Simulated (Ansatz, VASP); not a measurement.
# Tl2Se in two plane-wave programs

One calculation is typed for both programs; each brings its own data sets. How far apart do they land? The cell is generated by rule, not measured, and may not be a known phase. The cell is taken from a series of VASP runs on this material, whose earlier steps may have relaxed, scaled or displaced it; both programs get it as it stands. Valence electrons are named where the data sets of a main pair hold unlike numbers.

Calculated with Ansatz 0.2.0; plane waves, with VASP 6.6.1 beside it; band structure at PBEsol, spin-orbit coupling.

The structure was built from a prototype and need not be the compound's stable phase.

## (1) Starting point

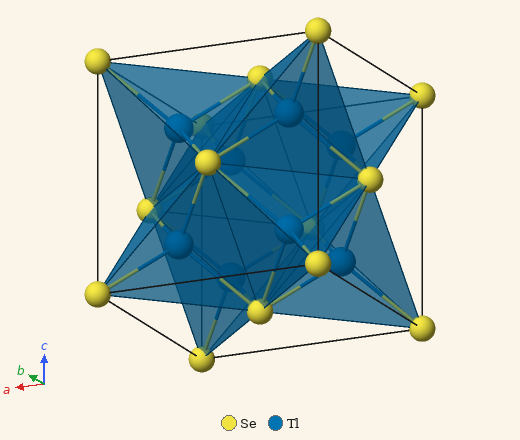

Start, viewed from a free direction; selenium yellow, thallium blue. This picture shows the conventional cell, with its axes. Some periodic images of atoms are drawn too.

Coordinates:

```xyz
3
Lattice="0.0000 3.1874 3.1874 3.1874 0.0000 3.1874 3.1874 3.1874 0.0000" Properties=species:S:1:pos:R:3 pbc="T T T"
Se    0.0000    0.0000    0.0000
Tl    1.5937    1.5937    1.5937
Tl    4.7812    4.7812    4.7812
```

## (2) VASP: band structure, PBEsol, spin-orbit coupling

With cell and atoms fixed, the geometry can't cause a difference; cores, projectors, grids and the points listed under the comparison can.

Lines of VASP's logs that name or quote its potential files are left out, and so is its time.

INCAR

```
SYSTEM = Tl2Se
PREC = Accurate
ENCUT = 400
EDIFF = 1E-06
NELM = 100
ISMEAR = 0
SIGMA = 0.02
LREAL = .FALSE.
ALGO = Normal
GGA = PS
LNONCOLLINEAR = .TRUE.
MAGMOM = 0 0 0 0 0 0 0 0 0
NBANDS = 44
GGA_COMPAT = .FALSE.
LASPH = .TRUE.
LSORBIT = .TRUE.
LORBIT = 11
LWAVE = .FALSE.
LCHARG = .FALSE.
KPAR = 4
ISIF = 2
```

POSCAR

```
Tl2Se
1.0
    0.0000000000      3.1874400000      3.1874400000
    3.1874400000      0.0000000000      3.1874400000
    3.1874400000      3.1874400000      0.0000000000
Se Tl
1 2
Direct
    0.0000000000      0.0000000000      0.0000000000
    0.2500000000      0.2500000000      0.2500000000
    0.7500000000      0.7500000000      0.7500000000
```

KPOINTS

```
Automatic mesh
0
Gamma
8 8 8
0 0 0
```

KPOINTS_OPT

```
Line mode
16
Line-mode
Reciprocal
  0.00000000   0.00000000   0.00000000 GAMMA
  0.50000000   0.00000000   0.50000000 X

  0.50000000   0.00000000   0.50000000 X
  0.50000000   0.25000000   0.75000000 W

  0.50000000   0.25000000   0.75000000 W
  0.37500000   0.37500000   0.75000000 K

  0.37500000   0.37500000   0.75000000 K
  0.00000000   0.00000000   0.00000000 GAMMA

  0.00000000   0.00000000   0.00000000 GAMMA
  0.50000000   0.50000000   0.50000000 L

  0.50000000   0.50000000   0.50000000 L
  0.62500000   0.25000000   0.62500000 U

  0.62500000   0.25000000   0.62500000 U
  0.50000000   0.25000000   0.75000000 W

  0.50000000   0.25000000   0.75000000 W
  0.50000000   0.50000000   0.50000000 L

  0.50000000   0.50000000   0.50000000 L
  0.37500000   0.37500000   0.75000000 K

  0.62500000   0.25000000   0.62500000 U
  0.50000000   0.00000000   0.50000000 X
```

The projector-augmented-wave data sets are Se and Tl_d (PBE family, release 64).

Command:

```
mpirun -np 4 vasp_ncl
```

Numbers of over 12 decimals in the logs are rounded to 6 here.

The program printed:

```text
[banner, memory and clock lines left out]
running    4 mpi-ranks, on    1 nodes
 distrk:  each k-point on    1 cores,    4 groups
 distr:  one band on    1 cores,    1 groups

 POSCAR found type information on POSCAR SeTl
 POSCAR found :  2 types and       3 ions
|                                                                             |
|               ----> ADVICE to this user running VASP <----                  |
|                                                                             |
|     You enforced a specific xc type in the INCAR file but a different       |
|     [... a line on the potential file left out ...]
|     I HOPE YOU KNOW WHAT YOU ARE DOING!                                     |
|                                                                             |

 LDA part: xc-table for (Slater+PW92), standard interpolation
 POSCAR, INCAR and KPOINTS ok, starting setup
 FFT: planning ... GRIDC
 FFT: planning ... GRID_SOFT
 FFT: planning ... GRID
 WAVECAR not read
 entering main loop
       N       E                     dE             d eps       ncg     rms          rms(c)
DAV:   1     0.169879045828E+03    0.16988E+03   -0.14439E+04  2552   0.113E+03
DAV:   2    -0.150490179615E+01   -0.17138E+03   -0.16453E+03  2872   0.290E+02
DAV:   3    -0.834321891011E+01   -0.68383E+01   -0.66407E+01  2928   0.489E+01
DAV:   4    -0.842321178868E+01   -0.79993E-01   -0.79685E-01  2840   0.509E+00
DAV:   5    -0.842413295116E+01   -0.92116E-03   -0.92110E-03  2856   0.603E-01    0.126E+01
DAV:   6    -0.822784656248E+01    0.19629E+00   -0.25941E-01  2716   0.496E+00    0.812E+00
DAV:   7    -0.821714871946E+01    0.10698E-01   -0.16678E-01  2732   0.287E+00    0.207E+00
DAV:   8    -0.821130409029E+01    0.58446E-02   -0.21848E-02  2660   0.120E+00    0.935E-01
DAV:   9    -0.821150270141E+01   -0.19861E-03   -0.47981E-03  2740   0.378E-01    0.108E-01
DAV:  10    -0.821137137020E+01    0.13133E-03   -0.54660E-04  2700   0.216E-01    0.383E-02
DAV:  11    -0.821138444721E+01   -0.13077E-04   -0.75237E-05  2748   0.466E-02    0.215E-02
DAV:  12    -0.821138442260E+01    0.24602E-07   -0.86053E-06  2804   0.203E-02
   1 F= -.82113844E+01 E0= -.82112791E+01  d E =-.210658E-03  mag=     0.0000     0.0000     0.0000
 Start KPOINTS_OPT (optional k-point list driver)
k-point batch [1-29\160]
       N       E                     dE             ncg
DAV:   1     0.394552455717E+04   -0.13519E+05     2552
DAV:   2    -0.991316816348E+03   -0.49368E+04     2868
DAV:   3    -0.117656838382E+04   -0.18525E+03     2976
DAV:   4    -0.117843458157E+04   -0.18662E+01     2856
DAV:   5    -0.117846031791E+04   -0.25736E-01     2916
DAV:   6    -0.117846090603E+04   -0.58812E-03     2912
DAV:   7    -0.117846092365E+04   -0.17623E-04     2828
DAV:   8    -0.117846092417E+04   -0.52092E-06     1972
[...]
k-point batch [146-160\160]
       N       E                     dE             ncg
DAV:   1     0.134012308338E+05   -0.11160E+05     1320
DAV:   2     0.108268302925E+05   -0.25744E+04     1516
DAV:   3     0.107398845673E+05   -0.86946E+02     1552
DAV:   4     0.107391177217E+05   -0.76685E+00     1480
DAV:   5     0.107391057186E+05   -0.12003E-01     1504
DAV:   6     0.107391054147E+05   -0.30394E-03     1512
DAV:   7     0.107391054055E+05   -0.91770E-05     1488
DAV:   8     0.107391054053E+05   -0.24512E-06      976
```

From OUTCAR (step 2):

```text
ion  position               nearest neighbor table
   1  0.000  0.000  0.000-   3 2.76   3 2.76   3 2.76   2 2.76   3 2.76   2 2.76   2 2.76   2 2.76

  LATTYP: Found a face centered cubic cell.
 ALAT       =     6.3748800000

 Subroutine GETGRP returns: Found 48 space group operations
 (whereof 48 operations were pure point group operations)

The static configuration has the point symmetry O_h .

 Found     29 irreducible k-points:

   k-points           NKPTS =     29   k-points in BZ     NKDIM =     29   number of bands    NBANDS=     44

   dimension x,y,z NGX =    30 NGY =   30 NGZ =   30
   dimension x,y,z NGXF=    60 NGYF=   60 NGZF=   60

   ENCUT  =  400.0 eV  29.40 Ry    5.42 a.u.   7.35  7.35  7.35*2*pi/ulx,y,z

   NELECT =      32.0000    total number of electrons

 k-points in reciprocal lattice and weights: Automatic mesh
   0.00000000  0.00000000  0.00000000       0.002
   0.12500000  0.00000000  0.00000000       0.016
   0.25000000  0.00000000  0.00000000       0.016
   0.37500000  0.00000000  0.00000000       0.016
   0.50000000  0.00000000  0.00000000       0.008
   0.12500000  0.12500000  0.00000000       0.012
   0.25000000  0.12500000  0.00000000       0.047
   0.37500000  0.12500000  0.00000000       0.047
   0.50000000  0.12500000  0.00000000       0.047
[...]
-0.37500000  0.50000000  0.12500000       0.023
  -0.25000000  0.50000000  0.25000000       0.012

 average (electrostatic) potential at core
       1 -50.7354       2 -81.0498       3 -81.0498

 E-fermi :   8.7715

 k-point     1 :       0.0000    0.0000    0.0000
  band No.  band energies     occupation
    ...
     30       5.7690      1.00000
     31       6.9983      1.00000
     32       6.9983      1.00000
     33       7.4533      1.00000
     34       7.4533      1.00000
     35       9.0899      0.00000
     36       9.0899      0.00000
     37       9.0899      0.00000
     38       9.0899      0.00000
     39      13.7092      0.00000
    ...

 k-point     2 :       0.1250    0.0000    0.0000
  band No.  band energies     occupation
    ...
     30       5.5728      1.00000
     31       6.6823      1.00000
     32       6.6823      1.00000
     33       8.1968      1.00000
     34       8.1968      1.00000
     35       9.4252      0.00000
     36       9.4252      0.00000
     37      10.3107      0.00000
     38      10.3107      0.00000
     39      13.4249      0.00000
    ...

 k-point     3 :       0.2500    0.0000    0.0000
  band No.  band energies     occupation
    ...
     28       4.9774      1.00000
     29       5.2095      1.00000
     30       5.2095      1.00000
     31       7.6972      1.00000
     32       7.6972      1.00000
     33       8.9460      0.00000
     34       8.9460      0.00000
     35      10.0163      0.00000
     36      10.0163      0.00000
     37      11.2812      0.00000
    ...

  Total       12.3588055     12.3588055     12.3588055      0.0000000     -0.0000000      0.0000000
  in kB      305.7250542    305.7250542    305.7250542      0.0000000     -0.0000000      0.0000000
  external PRESSURE =     305.7250542 kB  Pullay stress =       0.0000000 kB

  energy-cutoff  :      400.00
  volume of cell :       64.77
      direct lattice vectors                 reciprocal lattice vectors
     0.000000000  3.187440000  3.187440000    -0.156865698  0.156865698  0.156865698
     3.187440000  0.000000000  3.187440000     0.156865698 -0.156865698  0.156865698
     3.187440000  3.187440000  0.000000000     0.156865698  0.156865698 -0.156865698

 POSITION                                       TOTAL-FORCE (eV/Angst)
 -----------------------------------------------------------------------------------
      0.00000      0.00000      0.00000         0.000000     -0.000000      0.000000
      1.59372      1.59372      1.59372         0.000000      0.000000     -0.000000
      4.78116      4.78116      4.78116        -0.000000     -0.000000     -0.000000
 -----------------------------------------------------------------------------------
    total drift:                                0.000000      0.000000      0.000000

  FREE ENERGIE OF THE ION-ELECTRON SYSTEM (eV)
  ---------------------------------------------------
  free  energy   TOTEN  =        -8.2113844226 eV

  energy  without entropy=       -8.2111737645  energy(sigma->0) =       -8.21127909

 Spin-Orbit-Coupling matrix elements
 Ion:    1  E_soc:     -0.0582175
 Ion:    2  E_soc:     -0.6315959
 Ion:    3  E_soc:     -0.6315959

 total charge
# of ion       s       p       d       tot
------------------------------------------
    1        1.548   2.277   0.086   3.912
    2        1.224   0.537   9.671  11.433
    3        1.224   0.537   9.671  11.433
--------------------------------------------------
tot          3.997   3.352  19.429  26.778

 magnetization (x)
# of ion       s       p       d       tot
------------------------------------------
    1        0.000   0.000   0.000   0.000
    2        0.000   0.000  -0.000  -0.000
    3        0.000   0.000  -0.000  -0.000
--------------------------------------------------
tot          0.000   0.000  -0.000  -0.000

 magnetization (y)
# of ion       s       p       d       tot
------------------------------------------
    1        0.000   0.000   0.000   0.000
    2        0.000   0.000   0.000   0.000
    3        0.000   0.000   0.000   0.000
--------------------------------------------------
tot          0.000   0.000   0.000   0.000

 magnetization (z)
# of ion       s       p       d       tot
------------------------------------------
    1        0.000  -0.000   0.000  -0.000
    2        0.000   0.000   0.000   0.000
    3        0.000   0.000   0.000   0.000
--------------------------------------------------
tot          0.000  -0.000   0.000   0.000

[... 3 further parts left out ...]
```

The run ends at a pressure of 30.57 GPa.

(Part 1 of 2 ends here.)

[Lines on the potential files, build, host, timing and source positions are cut from VASP's logs without a mark.]

[Logs are printed without paths, hosts, clocks, repeated set-up lines and the standing remarks that a program may print on its own settings, such as how far it seeks lower states.]

[Hosts, paths, dates, database ids (printed as entryN), source tags and the programs' standing remarks are cut or masked in the printed files.]
